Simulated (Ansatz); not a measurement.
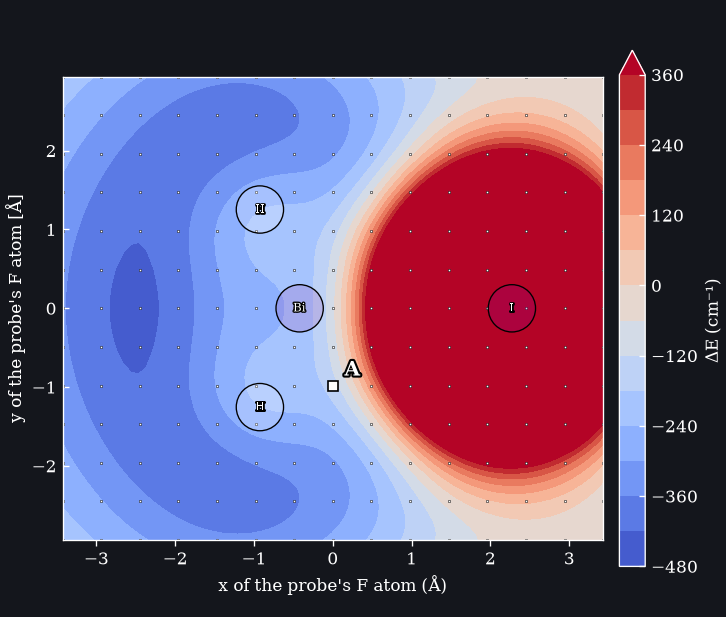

BiH₂I with the probe HF. The probe is moved over a plane parallel to the molecule's main plane, 2.64 Å above it. The first coordinate is: x of the probe's F atom; the second: y of the probe's F atom. Nothing is relaxed (molecule and probe rigid, the probe upright with F nearest the plane). The grid has 15 × 13 points; 105 points were computed and 90 follow by symmetry. Points are written as (first, second). All energies are given in cm⁻¹ relative to molecule and probe far apart, each relaxed in its own basis (no counterpoise correction). Theory: RHF-MP2, frozen core/def2-SVPD (Ansatz).

The picture shows filled contours, dots at the grid points, labelled circles for the molecule's atoms, projected on the plane, one colour for all values above the top of the scale, the point A. Between grid points the surface is interpolated.

> Is A at rest? If not, where is it pushed?

A, at (0.00 Å, −0.98 Å), is not a stationary point. The computed force is 0.043 eV/Å in the plane, pointing down and left in the picture (components −0.039 and −0.018 eV/Å).
